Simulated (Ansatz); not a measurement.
A series of calculations on CH3NOSe

**1. Relaxation**

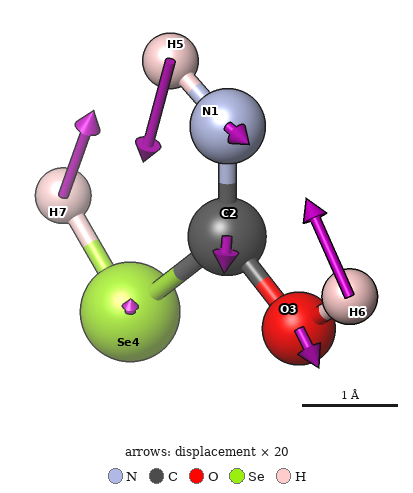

A relaxation of CH3NOSe. The starting structure is drawn; purple arrows show the displacements, magnified 20 times. The two geometries are superimposed by the best rigid fit.

The picture is a ball-and-stick view, seen from a free direction.

The run prepares an end point of a later path (torsion) calculation, from a guessed geometry.

The calculation used RKS PBE0-D4/def2-SVP (Ansatz). Set-up: no spin polarisation; force threshold 0.015 eV/Å; at most 40 steps.

### Which element moves most?

Hydrogen: up to 0.066 Å, against 0.024 Å for oxygen.

### Describe the change and its energy.

Over 7 geometry steps the energy falls by 3.75 kJ/mol. The largest force component goes from 1 to 0.0082 eV/Å. The largest move after the best rigid fit is that of H5, 0.066 Å. Largest moves by element: H 0.066 Å, O 0.024 Å, C 0.021 Å, N 0.018 Å, Se 0.009 Å. Near-neighbour distances that change, for instance: C2–Se4 1.946 → 1.926 Å, Se4–H7 1.451 → 1.469 Å, N1–C2 1.245 → 1.259 Å, C2–O3 1.324 → 1.336 Å. Among the angles between lasting bonds that change: C2–N1–H5 118.7° → 114.2°, C2–O3–H6 110.2° → 105.8°. The run took roughly 40 core-seconds on a shared host.

**2. Relaxation**

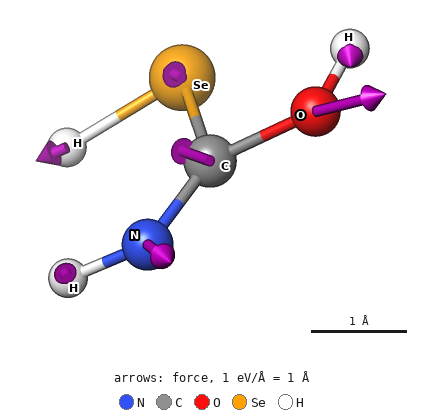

Starting geometry of CH₃NOSe with the computed forces as purple arrows. Style: ball-and-stick. Shown from a free direction.

The run prepares an end point of a later path (torsion) calculation, from a guessed geometry.

These are results of RKS PBE0-D4/def2-SVP (Ansatz 0.2.0), not measurements. (no spin polarisation; force threshold 0.015 eV/Å; at most 40 steps)

### Is this structure relaxed? If not, where do the atoms go?

It isn't relaxed: the largest force vector, on the O atom, is 0.98 eV/Å. The final displacements have little in common with the starting forces (cosine between the two patterns 0.04). The largest move after the best rigid fit is that of the Se atom, 0.46 Å. Largest moves by element: Se 0.46 Å, H 0.38 Å, C 0.06 Å, N 0.06 Å, O 0.02 Å. Some distances before and after: C–Se 1.946 → 1.966 Å, H–Se 1.451 → 1.469 Å, C–O 1.324 → 1.338 Å, C–N 1.245 → 1.253 Å. Among the angles between lasting bonds that change: C–N–H 118.7° → 112.9°, O–C–Se 106.3° → 111.4°, N–C–Se 130.8° → 127.7°. Groups turn about C–Se by about 35°. After 13 accepted moves (15 points after the start) the energy has fallen by 0.099 eV. The largest force component goes from 0.76 to 0.011 eV/Å. The line search rejected the trial steps at points 4, 9 of the run. The run took roughly 70 core-seconds on a shared host.

**3. Path**

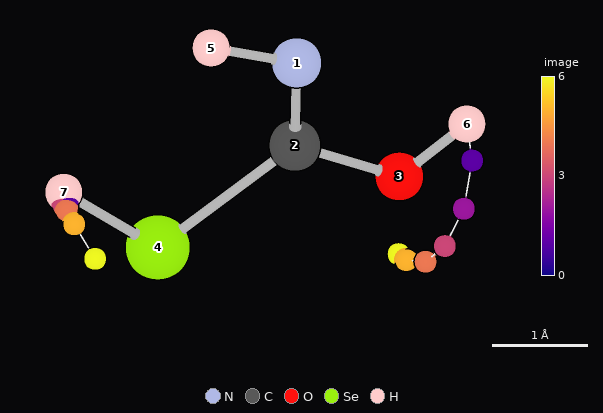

NEB run on CH₃NOSe. Images are numbered from 0 (start) to 6 (end). The start is drawn whole; smaller spheres mark the moving atoms (H) in the later images, joined by lines and coloured by the number of the image. The picture is a ball-and-stick view, seen from a free direction.

Level of theory: RKS PBE0-D4/def2-SVP (Ansatz).

The input:
```yaml
crystal:
  periodic: [false, false, false]
  atoms:
    - { symbol: "N", position_ang: [-0.20998, -1.166897, -0.080042] }
    - { symbol: C, position_ang: [0.181921, -0.008761, 0.221857] }
    - { symbol: O, position_ang: [1.036667, 0.204912, 1.225875] }
    - { symbol: Se, position_ang: [-0.24132, 1.705603, -0.546781] }
    - { symbol: H, position_ang: [-0.858533, -1.195999, -0.861871] }
    - { symbol: H, position_ang: [1.233937, -0.670403, 1.596279] }
    - { symbol: H, position_ang: [-1.142692, 1.131546, -1.555307] }
basis:
  gaussian: { orbitals: def2-SVP }
hamiltonian:
  xc: pbe0
  dispersion: d4
neb:
  order_check: false
  images: 5
  f_tol: 0.03
  max_iterations: 41
  initial_path: idpp
  final_atoms:
    - { symbol: "N", position_ang: [-0.38137231, -1.37205662, -0.22340472] }
    - { symbol: C, position_ang: [0.08253874, -0.32017846, 0.27480463] }
    - { symbol: O, position_ang: [0.98453442, -0.36818111, 1.2612898] }
    - { symbol: Se, position_ang: [-0.4067889, 1.53368271, -0.16183108] }
    - { symbol: H, position_ang: [-1.13119836, -1.19861407, -0.88768209] }
    - { symbol: H, position_ang: [1.43861333, 0.48036595, 1.32757588] }
    - { symbol: H, position_ang: [-0.58632692, 1.24498259, -1.59074242] }
```

Run as
```bash
ansatz run input.yaml --threads 1 --pin off --max-ram 2048MiB --backend cpu --events-out ev --progress --plain --runs-dir out
```

### What moves, how far, and at what cost in energy?

The motion is a rotation about the C2–O3 bond by about 160°, with a turn of about 35° about C2–Se4. No bond forms or breaks between the ends. Among the angles between lasting bonds that change up to the highest image: C2–O3–H6 105.8° → 109.4°, C2–Se4–H7 93.5° → 95.5°. The energy climbs by 0.41 eV to image 3 and then falls by 0.15 eV, so the end point sits at +0.26 eV. The band is converged. At the top, the vibrational analysis gives one imaginary mode (453i cm⁻¹), as a transition state must have.
